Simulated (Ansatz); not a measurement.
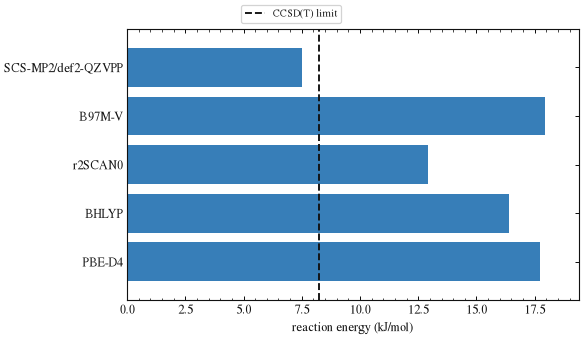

Electronic reaction energy of ZnHF ([F][ZnH]) + SiH₄O (O[SiH3]) → ZnSiH₄O ([SiH3][O][ZnH]) + HF (F) (SMILES in brackets) at several levels (functionals in def2-TZVPP unless a basis is named), isolated molecules at PBE0-D4 triple-zeta geometries, minima by their frequencies, no zero-point or thermal terms, the Ansatz code 0.2.0. The line is frozen-core CCSD(T) at the basis limit (MP2 extrapolated from triple and quadruple zeta, plus CCSD(T) less MP2 in a smaller set). Choice of cores on heavy atoms: Zn/Cu 3s3p. No dispersion term is added to r2SCAN0 and BHLYP. The distance of SCS-MP2/def2-QZVPP to the limit includes basis error.

**What range do the values span, the line included?**

From 7.5 kJ/mol (SCS-MP2/def2-QZVPP) to 17.9 kJ/mol (B97M-V).

**Which level comes closest to the line (CCSD(T) limit), and which misses most?**

Closest SCS-MP2/def2-QZVPP (7.5 kJ/mol), against 8.2 kJ/mol; farthest B97M-V (17.9 kJ/mol).

Known limits of this run: no scalar relativity up to krypton.
